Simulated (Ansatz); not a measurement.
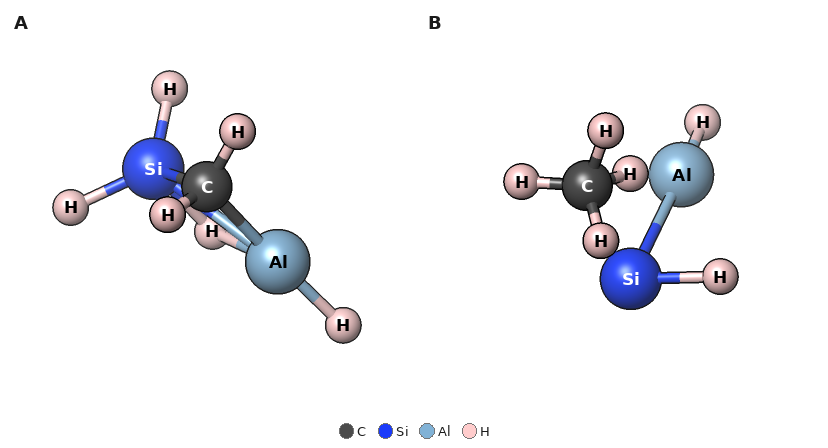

2 stationary structures of one formula. Charge +1, singlet. Geometries: PBE-D4/def2-SVP. Electronic energies: PBE-D4/def2-SVP (Ansatz 0.2.0), without zero-point energy. No frequency run is at hand to confirm each as a minimum. Each is one conformer, not always the lowest.

> Rank them by energy, lowest first.

A is lowest; B lies 34.4 kcal/mol above it.
